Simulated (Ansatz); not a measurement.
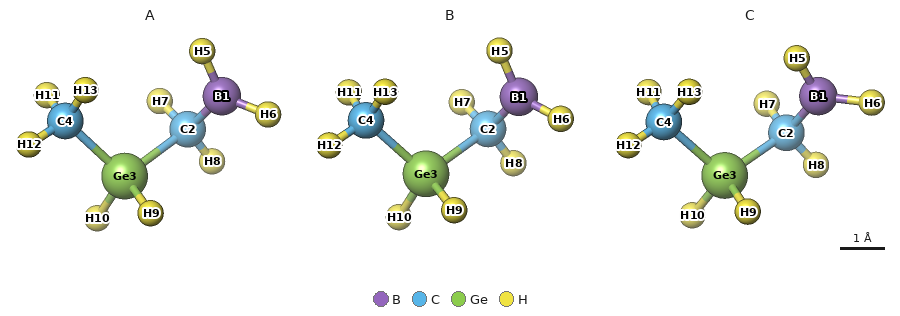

3 geometries from one relaxation of C$_{2}$H$_{9}$BGe (coarse preliminary run), in shuffled order. Style: ball-and-stick. Shown at a tilt.

The start comes from a force field.

Computed with RKS PBE-D4/def2-SVP in Ansatz 0.2.0. Settings: force threshold 0.03 eV/Å; at most 200 steps.

Q: Put them in the order of the run, from the start to the converged end.

A: C, A, B. They are steps 0, 3, 7, at +0.443 eV, +0.023 eV relative to the last. The largest move after the best rigid fit is that of H6, 0.57 Å. By element the largest moves are H 0.57 Å, C 0.14 Å, Ge 0.07 Å, B 0.03 Å. Some distances before and after: C2–Ge3 1.917 → 2.020 Å, C4–H11 1.170 → 1.108 Å, B1–H5 1.167 → 1.221 Å, C4–H12 1.056 → 1.107 Å. Bond angles that change, for instance: H12–C4–H13 116.3° → 108.8°, B1–C2–Ge3 108.2° → 100.8°, B1–C2–H7 110.0° → 117.4°. Groups turn about B1–C2 by about 25°. Over 7 geometry steps the energy falls by 0.443 eV. The largest force component goes from 3.9 to 0.026 eV/Å.
